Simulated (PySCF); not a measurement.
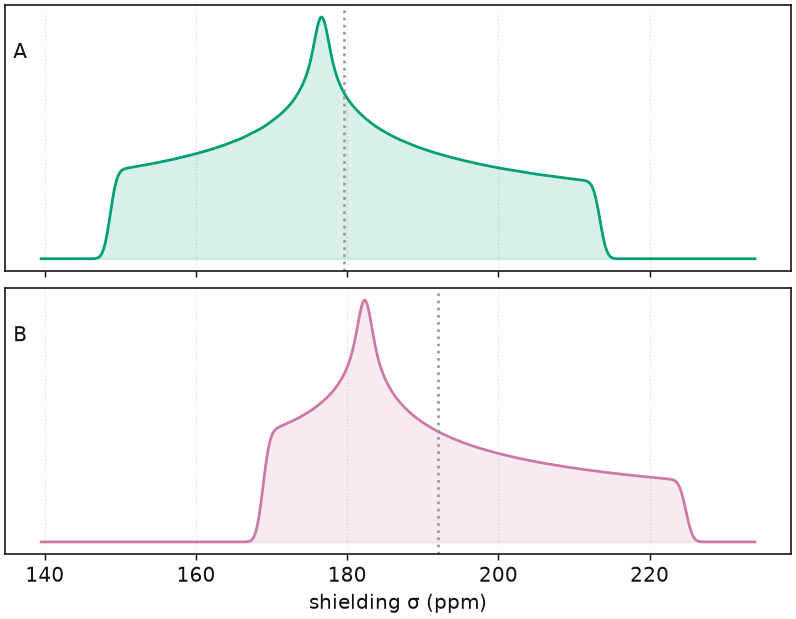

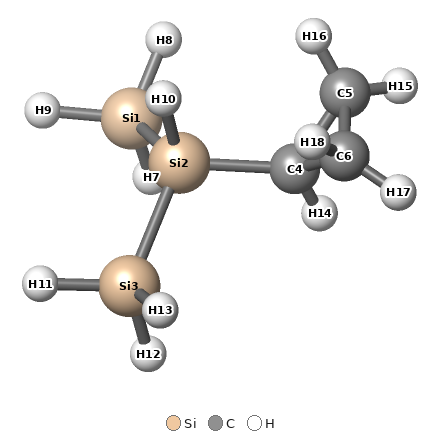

Static powder patterns (¹³C) from GIAO shielding tensors of C₃H₁₂Si₃, SMILES [SiH3][SiH]([SiH3])C1CC1, PBE0/pcSseg-1 in PySCF, at a GFN2-xTB geometry (no frequency check); absolute shielding, one fixed geometry of the isolated molecule without any motion, no dipolar terms. The dotted line is the isotropic value; skew is 3(σiso − σ22)/span.

Question: The panels belong to C4 and C6. Which is which?

Answer: panel A: C6, σ11, σ22, σ33 = 149, 177, 213 ppm, isotropic 180, span 65 ppm, skew 0.14; panel B: C4, σ11, σ22, σ33 = 169, 182, 225 ppm, isotropic 192, span 56 ppm, skew 0.52.

Caveats: the tight-binding geometry is rougher than a DFT one and adds to the error; one conformer of a flexible molecule.
